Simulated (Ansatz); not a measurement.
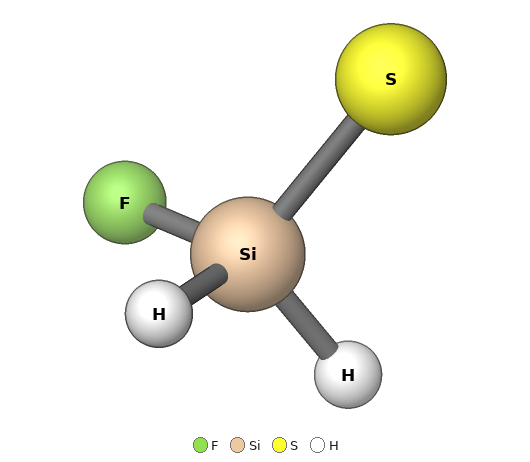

Charge 0, doublet. The geometry was computed by an optimisation with PBE-D4/def2-SVP. No frequency run is at hand to confirm it as a minimum. Method: UKS PBE-D4/def2-SVP (Ansatz 0.2.0).

> What is the ⟨S²⟩ of the determinant?

0.753.

> What is the dipole moment?

1.21 D.
